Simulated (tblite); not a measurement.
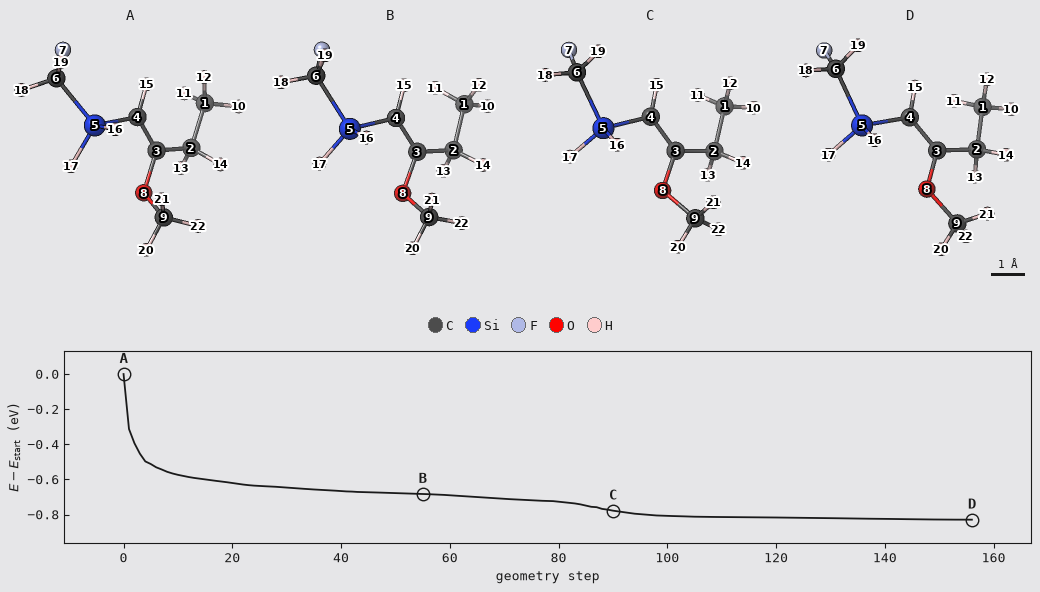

Frames of a relaxation of C6H13FOSi, marked on the history of the run. The picture is a ball-and-stick view, seen from a free direction.

The calculation used tblite, GFN2-xTB geometry optimisation, gas phase. 

What happens along the run?

Answer. The atom that moves furthest after the best rigid fit is H21 (1.67 Å). Largest moves by element: H 1.67 Å, F 0.59 Å, O 0.59 Å, C 0.58 Å, Si 0.41 Å. Among the contacts that change: Si5–C6 1.861 → 1.923 Å, C1–H10 1.140 → 1.088 Å, C1–H11 1.130 → 1.087 Å, C1–C2 1.483 → 1.523 Å. Bond angles that change, for instance: C2–C1–H12 119.6° → 111.0°, H10–C1–H11 101.9° → 108.4°, C4–Si5–H17 107.2° → 113.1°. Groups turn about C3–O8 by about 75°, Si5–C6 by about 45°, C4–Si5 by about 35°. The energy falls by 0.829 eV in 156 geometry steps. From step 0 to 55: H11 moves most (0.62 Å), energy −0.683 eV. From step 55 to 90: H21 moves most (0.71 Å), energy −0.095 eV. From step 90 to 156: H21 moves most (0.73 Å), energy −0.051 eV.
